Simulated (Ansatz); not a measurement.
CH₄BBrSi

```tsv
atom	x (Å)	y (Å)	z (Å)
Br	-2.2103	1.1743	-0.8166
C	-0.9010	0.0237	-0.0286
B	-0.0339	0.3842	1.1052
Si	1.1123	-0.4578	-0.1649
H	-1.0977	-0.9944	-0.3622
H	0.0358	1.3560	1.7798
H	2.1745	0.2951	-0.8814
H	1.0123	-1.8383	-0.6872
```

Geometry: PBE0-D4/def2-TZVP.

All numbers below come from RKS PBE0-D4/def2-TZVPP (Ansatz).

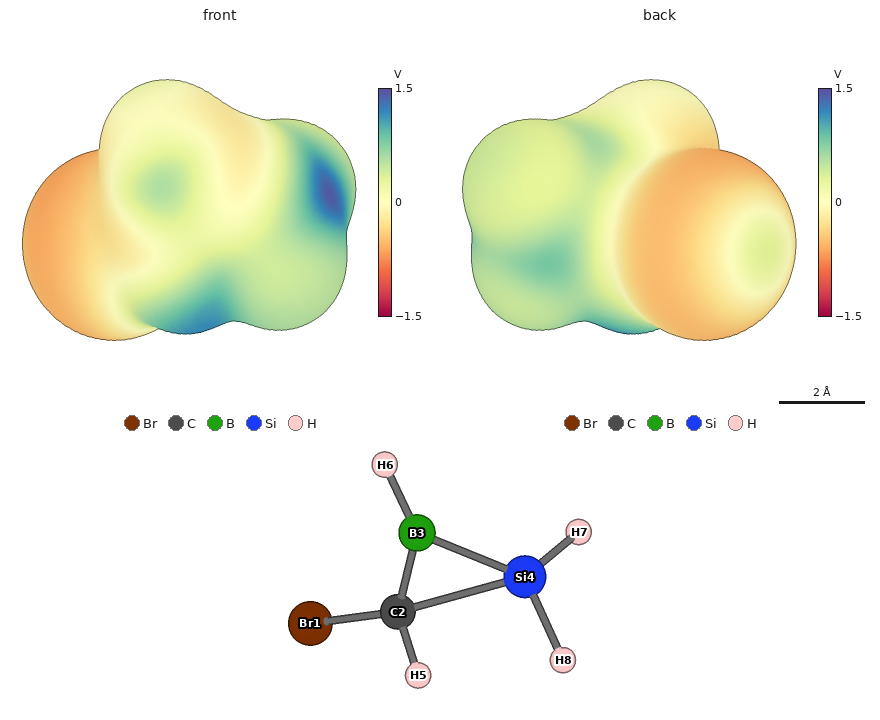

Figure 1. The molecular electrostatic potential painted on the density surface at 0.001 e/bohr³, seen from the front and from behind; red is negative and blue positive. The bare structure is drawn below in the same view.

### Where is the surface potential most negative and most positive?

The most negative region (about −0.6 V) lies over Br1, the most positive (about +1.3 V) over Si4. Br1 shows a σ-hole: about +0.3 V at the tip opposite its bond, against about −0.5 V on its flanks.

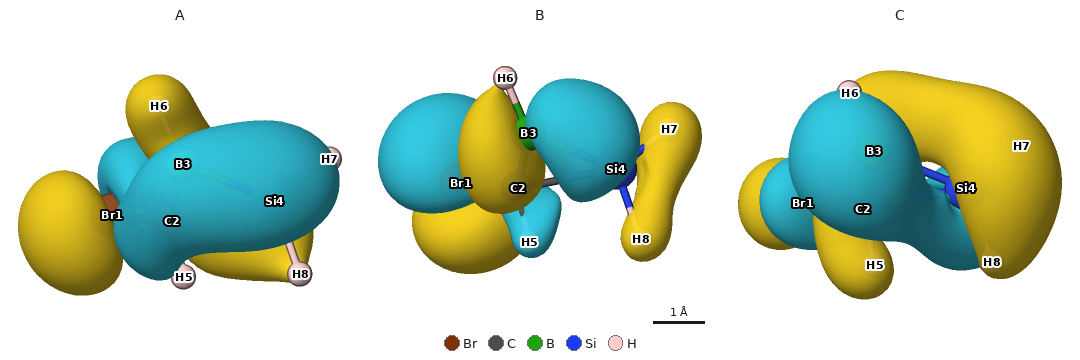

Figure 2. Three frontier orbitals at ±0.08 Å⁻³ᐟ² (yellow and cyan are the two phases), in no order.

### Order the three orbitals by energy and name them.

B is the HOMO−1 (−7.69 eV). It lies mainly on Br1 (about 60 %), B3 (about 15 %), Si4 (about 10 %) and C2 (about 10 %). A is the HOMO (−7.07 eV). By Hirshfeld shares it lies mainly on Br1 (about 35 %), Si4 (about 25 %), B3 (about 20 %) and C2 (about 15 %). C is the LUMO (−2.02 eV). Its weight (Hirshfeld) is mainly on Si4 (about 35 %), B3 (about 35 %), Br1 (about 10 %) and C2 (about 10 %); π-antibonding (π*) across Si4–B3.

### What is the HOMO–LUMO gap?

5.05 eV between the orbital energies.

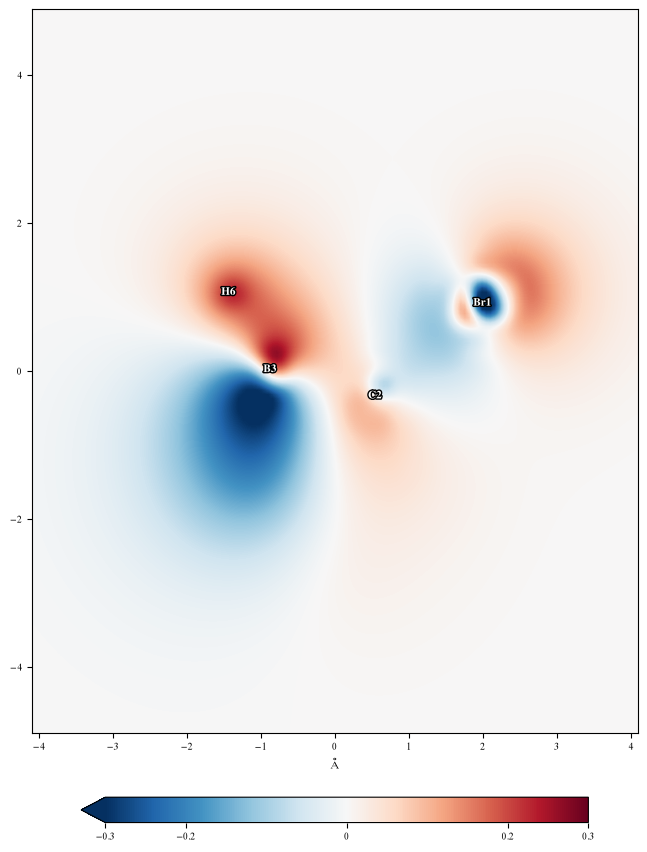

Figure 3. One frontier orbital on the plane of atoms C2, B3 and H6 (values in Å⁻³ᐟ²; the overall sign is arbitrary).

### Which orbital is it: HOMO or LUMO?

The HOMO, at −7.07 eV. By Hirshfeld shares it lies mainly on Br1 (about 35 %), Si4 (about 25 %), B3 (about 20 %) and C2 (about 15 %).
